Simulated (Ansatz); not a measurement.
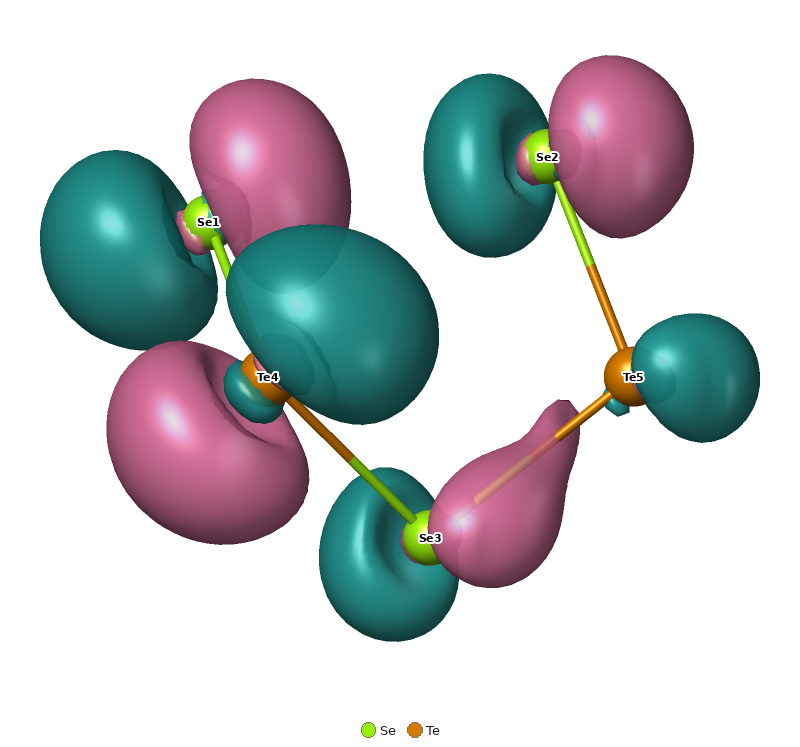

Figure. Se$_{3}$Te$_{2}$ (triplet). The HOMO (α) at ±0.1 Å⁻³ᐟ² (teal and pink are the two phases), seen at an oblique angle.

Geometry: PBE-D4/def2-SVP; core potentials replace the inner electrons of Te.

Theory: Ansatz 0.2.0, UKS PBE0-D4/def2-TZVP.

```xyz
5

Se   -2.2391    0.4903    0.9009
Se    1.0433    0.0363    2.0490
Se    0.4552    0.3249   -1.9954
Te   -1.5031   -0.9669   -0.9080
Te    2.2437    0.1154   -0.0464
```

Question: Where does this orbital lie, and at what energy?

Answer: It lies mainly on Te4 (about 35 %), Se1 (about 30 %), Se2 (about 15 %), Se3 (about 10 %) and Te5 (about 10 %); π-antibonding (π*) across Te4–Se1. Its energy is −6.21 eV.
